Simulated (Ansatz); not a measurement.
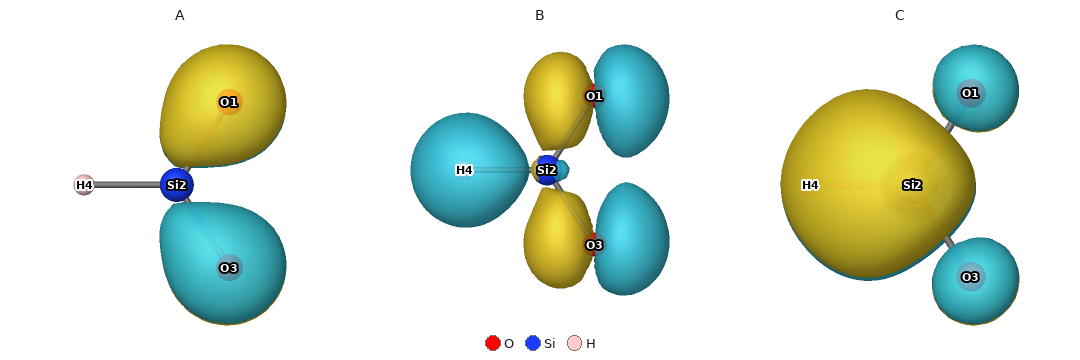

Figure 1: HO$_{2}$Si (doublet). Three frontier orbitals at ±0.1 Å⁻³ᐟ² (yellow and cyan are the two phases), in no order.

Geometry: PBE0-D4/def2-TZVP.

These are results of Ansatz 0.2.0, UKS PBE0-D4/def2-TZVPP, not measurements.

```
atom    x (Å)    y (Å)    z (Å)
   O   1.4120   0.5337  -0.2629
  Si  -0.0069  -0.0447   0.0206
   O  -1.1924   0.8808  -0.3875
   H  -0.2127  -1.3698   0.6298
```

**Order the three orbitals by energy and name them. All are α orbitals.**

B is the HOMO−1 (α) (−10.53 eV). It lies mainly on O1 (about 35 %), O3 (about 35 %), Si2 (about 20 %) and H4 (about 15 %); it is symmetric in the molecular plane (an in-plane orbital: σ, lone-pair or in-plane π type). A is the HOMO (α) (−9.91 eV). It lies mainly on O1 (about 45 %) and O3 (about 45 %); it changes sign across the molecular plane (π type). C is the LUMO (α) (−1.60 eV). It lies mainly on Si2 (about 70 %), O1 (about 10 %), O3 (about 10 %) and H4 (about 10 %); it changes sign across the molecular plane (π type).

**What is the gap between the highest occupied and lowest empty α orbitals?**

8.31 eV between the orbital energies.
